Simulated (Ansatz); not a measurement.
The calculation's input:

```
crystal:
  periodic: [false, false, false]
  atoms:
    - symbol: Br
      position_ang: [-0.426107, -0.005122, -3.552324]
    - symbol: "N"
      position_ang: [-1.152571, -0.295738, -0.220453]
    - symbol: "N"
      position_ang: [0.414687, 1.803172, -1.106397]
    - symbol: Si
      position_ang: [0.074560, 0.138148, -1.335936]
    - symbol: H
      position_ang: [-1.322143, -1.273652, -0.016138]
    - symbol: H
      position_ang: [-2.005836, 0.249320, -0.170503]
    - symbol: H
      position_ang: [1.147090, -0.868337, -1.152010]
    - symbol: H
      position_ang: [0.654287, 2.149706, -0.185385]
    - symbol: H
      position_ang: [0.806976, 2.365959, -1.849280]
basis:
  gaussian: {orbitals: def2-TZVPD}
hamiltonian: {xc: {name: PBE0}}
output: {forces: true, orbitals: {seedname: orbitals}}
```

Launched as:

```sh
ansatz run input.yaml --threads 1 --pin off --max-ram 2610MiB --events-out events.jsonl --progress --plain --runs-dir runs
```

Geometry: B3LYP/6-31G*.

Method: Ansatz 0.2.0, isolated molecule in a Gaussian basis; Kohn-Sham density functional theory, functional PBE0.

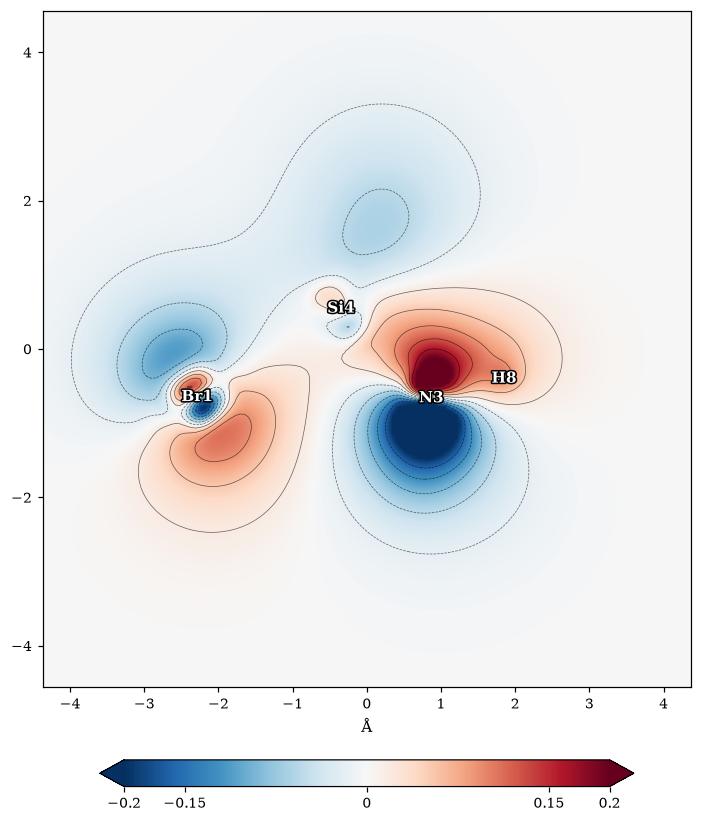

BrH5N2Si. The HOMO−1 on the plane of atoms Br1, Si4 and N3 (values in Å⁻³ᐟ²; the overall sign is arbitrary).

Where does this orbital lie, and at what energy?

Answer. It lies mainly on N3 (about 50 %), N2 (about 15 %), Si4 (about 10 %) and Br1 (about 5 %); largely a combination of lone pairs on N3, N2 and Br1. Its energy is −7.90 eV.
